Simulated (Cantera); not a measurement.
Charge: 1 mol SiO₂, 0.26 mol Al₂O₃, 9.7 mol H₂O, at 15.0 Torr.

Cantera equilibrium calculation (NASA polynomials, part measured and part estimated; ideal gas, pure solids and liquids). Candidate condensed phases: Al, Al₂O₃, Al₂SiO₅, Al₆Si₂O₁₃, H₂O, Si, SiO₂; 28 gas species. Mutual solubility and eutectic melting of coexisting phases are not modelled. The tables hold silica as quartz up to 1696 K and as liquid above; real silica turns to tridymite and cristobalite and melts near 1996 K. Condensed phases not in the tables: alloys, solid solutions and most ternary compounds. Gases not in the tables: Si(OH)₄. The numbers say what is thermodynamically allowed, not how fast it happens.

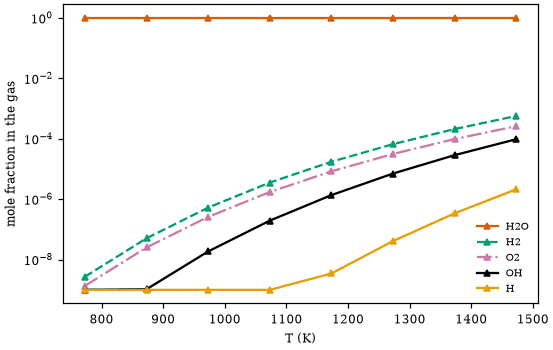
Figure. Equilibrium gas composition (values under 1e-9 drawn at 1e-9)

At 773 K the condensed part is Al₂SiO₅(andalusite) + SiO₂(α-quartz). From 873 K to 1173 K the condensed part is Al₂SiO₅(andalusite) + SiO₂(β-quartz). From 1273 K to 1473 K the condensed part is Al₆Si₂O₁₃(mullite) + SiO₂(β-quartz).
